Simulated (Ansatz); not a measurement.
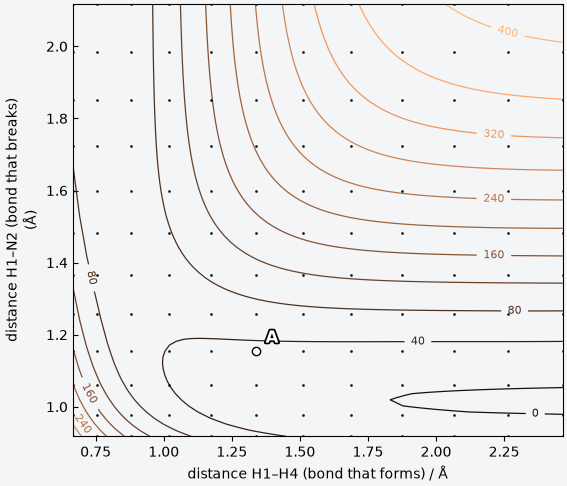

The reacting system H₆NSi (fragments H₅NSi + H where the first distance is long, H₂ + H₄NSi where the second is long), spin multiplicity 2. The first coordinate is: distance H1–H4 (bond that forms); the second: distance H1–N2 (bond that breaks). Relaxed at each point: all other coordinates. The grid has 12 × 12 points. Points are written as (first, second). All energies are given in kJ/mol relative to the lowest grid point. In part of the range the unrestricted reference is strongly spin-contaminated. The calculation used UKS PBE0-D4/def2-SVP (Ansatz 0.2.0).

In the figure: contour lines labelled in kJ/mol, dots at the grid points, the point A. Between grid points the surface is interpolated.

### Is A at rest? If not, where is it pushed?

A, at (1.338 Å, 1.155 Å), is not a stationary point. The computed force is 4.4 kJ/mol for each Å towards larger values of the first coordinate and 270 kJ/mol for each Å towards smaller values of the second coordinate.
